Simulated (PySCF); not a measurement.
```yaml
atoms:
  - { symbol: Si, position_ang: [0.0668, 0.4243, 0.0456] }
  - { symbol: C, position_ang: [0.1404, 0.6769, 1.9023] }
  - { symbol: C, position_ang: [-0.6278, -0.0024, 2.7621] }
  - { symbol: H, position_ang: [0.8070, 1.4503, 2.3077] }
  - { symbol: H, position_ang: [-1.3188, -0.7779, 2.4112] }
  - { symbol: H, position_ang: [-0.6084, 0.1832, 3.8423] }
  - { symbol: C, position_ang: [1.8100, 0.4802, -0.6445] }
  - { symbol: C, position_ang: [2.9216, 0.4442, 0.1010] }
  - { symbol: H, position_ang: [1.9323, 0.4719, -1.7373] }
  - { symbol: H, position_ang: [2.8811, 0.4342, 1.1966] }
  - { symbol: H, position_ang: [3.9249, 0.4193, -0.3402] }
  - { symbol: C, position_ang: [-0.9588, 1.7817, -0.7349] }
  - { symbol: C, position_ang: [-0.4644, 2.7179, -1.5531] }
  - { symbol: H, position_ang: [-2.0236, 1.8401, -0.4691] }
  - { symbol: H, position_ang: [0.5921, 2.7270, -1.8452] }
  - { symbol: H, position_ang: [-1.0835, 3.5239, -1.9637] }
  - { symbol: N, position_ang: [-0.7118, -1.1021, -0.2795] }
  - { symbol: C, position_ang: [-1.6579, -1.3099, -1.3438] }
  - { symbol: C, position_ang: [-0.1120, -2.3204, 0.2045] }
  - { symbol: H, position_ang: [-1.2093, -1.8297, -2.2156] }
  - { symbol: H, position_ang: [-2.0608, -0.3529, -1.7047] }
  - { symbol: H, position_ang: [-2.5122, -1.9275, -1.0050] }
  - { symbol: H, position_ang: [0.6056, -2.1096, 1.0116] }
  - { symbol: H, position_ang: [-0.8755, -3.0101, 0.6131] }
  - { symbol: H, position_ang: [0.4329, -2.8690, -0.5909] }
```

Geometry: PBE0-D3(BJ)/def2-SVP.

These are results of PySCF, PBE0/pcSseg-1, SCF density, gas phase, non-relativistic, not measurements.

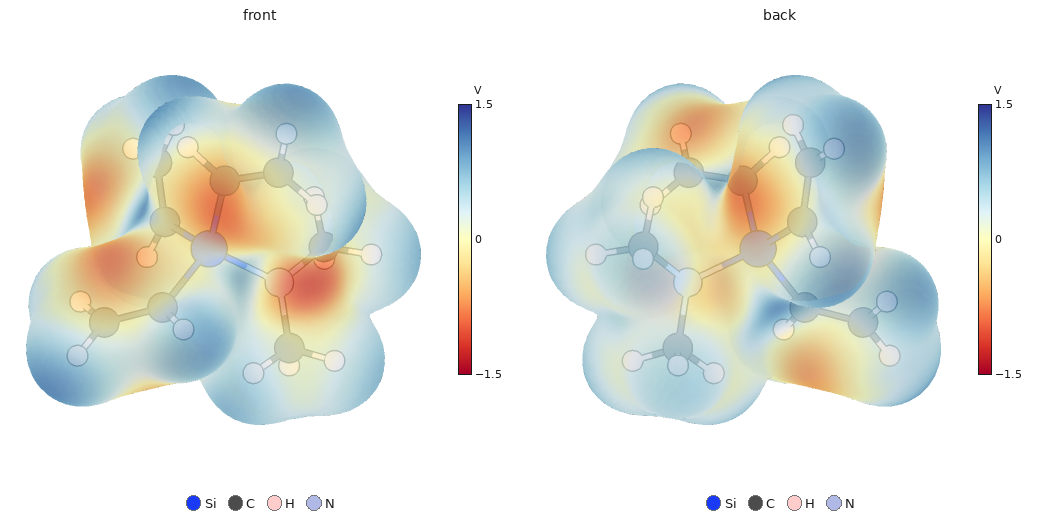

C₈H₁₅NSi (Si(vinyl)3(NMe2)). The electrostatic potential painted on the density surface at 0.004 e/bohr³, seen from the front and from behind; red is negative and blue positive.

### Where is the surface potential most negative and most positive?

The most negative region (about −0.9 V) lies over C2, C3 and N17, the most positive (about +1.0 V) over the H and Si atoms.

### What dipole moment does the calculation give?

Its dipole moment is 0.33 D.
